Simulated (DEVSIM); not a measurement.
System: abrupt Si n-p junction, at 300 K.

```tsv
layer (left to right)	material	thickness (μm)	Nd (cm⁻³)	Na (cm⁻³)	τn (s)	τp (s)
1	Si	1.20	1.4e17	-	1.2e-6	1.2e-6
2	Si	2.70	-	1.3e17	1.2e-6	1.2e-6
```

Left contact: ohmic. Right contact: ohmic. Voltage is applied to the left contact. Recombination: SRH at mid-gap, Auger. Mobility is constant in doping.

Constants are typed, rounded textbook-type inputs, not results; the design itself was drawn at random and stands for no fabricated device. Values at 300 K.

```
parameter           Si
-------------  -------
gap (eV)         1.124
affinity (eV)     4.05
permittivity      11.7
Nc (cm⁻³)      2.86e19
Nv (cm⁻³)       3.1e19
μn (cm²/Vs)       1417
μp (cm²/Vs)        470
Cn (cm⁶/s)     2.8e-31
Cp (cm⁶/s)     9.9e-32
```

Simulated with DEVSIM: 1D drift-diffusion, Boltzmann statistics, complete ionisation; no tunnelling, impact ionisation, image-force lowering or self-heating.

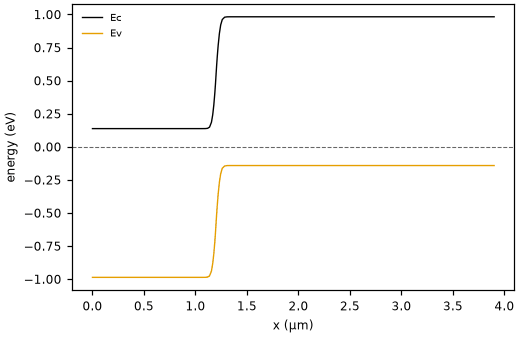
Figure. Band edges at zero bias

Energies count from the Fermi level of the right contact; mesh points crowd at the junctions.

| x (μm) | Ec (eV) | Ev (eV) | n (cm⁻³) | p (cm⁻³) | field (V/cm) |
|---|---|---|---|---|---|
| 0.000 | 0.138 | -0.986 | 1.4e17 | 830 | ≈ 0 |
| 0.02181 | 0.138 | -0.986 | 1.4e17 | 830 | ≈ 0 |
| 0.06262 | 0.138 | -0.986 | 1.4e17 | 830 | ≈ 0 |
| 0.1390 | 0.138 | -0.986 | 1.4e17 | 830 | ≈ 0 |
| 0.3482 | 0.138 | -0.986 | 1.4e17 | 830 | ≈ 0 |
| 0.6471 | 0.138 | -0.986 | 1.4e17 | 830 | ≈ 0 |
| 0.9161 | 0.138 | -0.986 | 1.4e17 | 830 | ≈ 0 |
| 1.095 | 0.138 | -0.986 | 1.4e17 | 840 | 240 |
| 1.155 | 0.186 | -0.938 | 2.2e16 | 5400 | 34000 |
| 1.188 | 0.405 | -0.719 | 4.5e12 | 2.6e7 | 100000 |
| 1.205 | 0.613 | -0.511 | 1.4e9 | 8.1e10 | 120000 |
| 1.245 | 0.921 | -0.203 | 9700 | 1.2e16 | 39000 |
| 1.307 | 0.982 | -0.142 | 910 | 1.3e17 | 340 |
| 1.425 | 0.982 | -0.142 | 890 | 1.3e17 | ≈ 0 |
| 1.756 | 0.982 | -0.142 | 890 | 1.3e17 | ≈ 0 |
| 2.277 | 0.982 | -0.142 | 890 | 1.3e17 | ≈ 0 |
| 3.004 | 0.982 | -0.142 | 890 | 1.3e17 | ≈ 0 |
| 3.440 | 0.982 | -0.142 | 890 | 1.3e17 | ≈ 0 |
| 3.724 | 0.982 | -0.142 | 890 | 1.3e17 | ≈ 0 |
| 3.819 | 0.982 | -0.142 | 890 | 1.3e17 | ≈ 0 |
| 3.869 | 0.982 | -0.142 | 890 | 1.3e17 | ≈ 0 |
| 3.900 | 0.982 | -0.142 | 890 | 1.3e17 | ≈ 0 |
